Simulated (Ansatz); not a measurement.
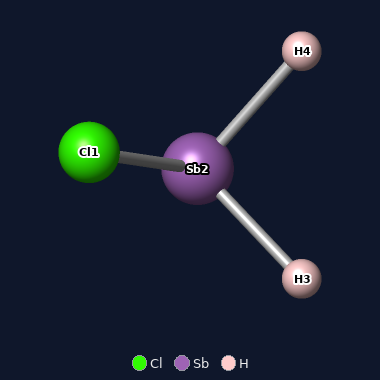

The system is ClH₂Sb (SMILES [Cl][SbH2]) with the probe Cu+; the picture shows it without the atoms that are moved over the map. 
- The probe is moved over a plane parallel to the molecule's main plane, 2.45 Å above it.
- Coordinates scanned: (1) x of the probe's Cu atom; (2) y of the probe's Cu atom.
- Nothing is relaxed (molecule and probe rigid).
- The grid has 11 × 9 points; 46 points were computed and 39 follow by symmetry. At 14 points there is no value (left out of the scan, as a rule where atoms come close).
- All energies are given in eV relative to the lowest grid point.
- Method: RHF-MP2, frozen core/def2-TZVP in Ansatz.

Range: x of the probe's Cu atom from −3.25 to 3.25 Å; y of the probe's Cu atom from −2.60 to 2.60 Å.

Q: Predict the map.

A: The lowest grid point is at x of the probe's Cu atom = 1.95 Å, y of the probe's Cu atom = 0.00 Å [nearest 1 Cl at 2.61 Å]. The highest grid point, x of the probe's Cu atom = −3.25 Å, y of the probe's Cu atom = −2.60 Å [nearest 1 H at 3.92 Å], lies 1.37 eV above the lowest.

| y of the probe's Cu atom ↓, x of the probe's Cu atom → | −3.25 | −2.60 | −1.95 | −1.30 | −0.65 | 0.00 | 0.65 | 1.30 | 1.95 | 2.60 | 3.25 |
| --- | --- | --- | --- | --- | --- | --- | --- | --- | --- | --- | --- |
| 2.60 | 1.37 | 1.27 | 1.11 | 0.92 | 0.80 | 0.78 | 0.83 | 0.90 | 0.94 | 0.95 | 0.97 |
| 1.95 | 1.32 | 1.12 | 0.82 | 0.52 | 0.37 | 0.36 | 0.44 | 0.56 | 0.67 | 0.73 | 0.81 |
| 1.30 | 1.25 | 0.93 | 0.51 | 0.34 | 0.65 | – | 0.35 | 0.23 | 0.34 | 0.46 | 0.60 |
| 0.65 | 1.19 | 0.78 | 0.38 | – | – | – | – | 0.13 | 0.09 | 0.23 | 0.43 |
| 0.00 | 1.16 | 0.72 | 0.39 | – | – | – | – | 0.18 | 0.00 | 0.15 | 0.36 |
| −0.65 | 1.19 | 0.78 | 0.38 | – | – | – | – | 0.13 | 0.09 | 0.23 | 0.43 |
| −1.30 | 1.25 | 0.93 | 0.51 | 0.34 | 0.65 | – | 0.35 | 0.23 | 0.34 | 0.46 | 0.60 |
| −1.95 | 1.32 | 1.12 | 0.82 | 0.52 | 0.37 | 0.36 | 0.44 | 0.56 | 0.67 | 0.73 | 0.81 |
| −2.60 | 1.37 | 1.27 | 1.11 | 0.92 | 0.80 | 0.78 | 0.83 | 0.90 | 0.94 | 0.95 | 0.97 |

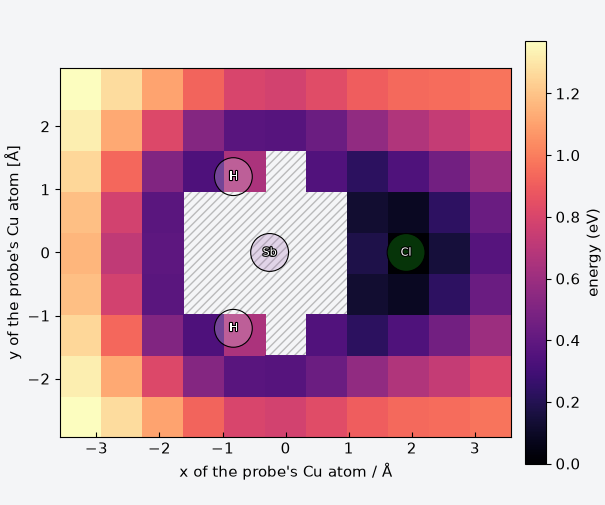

Drawn: one coloured cell a grid point, labelled circles for the molecule's atoms, projected on the plane, hatched blanks where no value was computed.

Each point was launched as `ansatz run input.yaml --threads 1 --pin off --max-ram 2560MiB --backend cpu --events-out ev --progress --plain --runs-dir out`. Time for the 46 points that were run: 21 min on 1 thread of Arm Neoverse N1, on a shared host.
